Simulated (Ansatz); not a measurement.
Start from CdTe in the zinc blende structure (space group F-43m, No. 216; a = 6.558 Å).

It is then changed as follows: a fraction x = 0.5 of the Cd sites is given to Sn, ordered in a cell of 8 atoms (starting symmetry P-4m2) and fully relaxed.

Level of theory: r2SCAN (Ansatz, an electronic-structure program; PAW; 500 eV plane waves; no spin-orbit coupling).

The zone is the changed cell's own and can be folded.

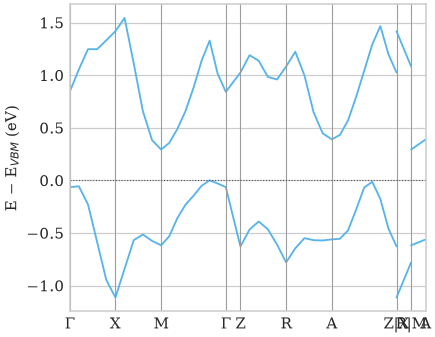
Highest valence and lowest conduction band along the path of the changed cell's own zone

**Question.** From the figure, how large is the changed gap, and is it direct?

**Answer.** About 0.29 eV, indirect, M–Γ (75 % along) → M.

These are small ordered cells, not random alloys; other orderings at the same x differ. Spin-orbit coupling, missing from the scalar runs, can matter with Te. No phonon test of stability was made. A zero or small gap of CdSnTe2 can be the functional's error rather than a property of the material. k-point labels follow each cell's own Brillouin zone.
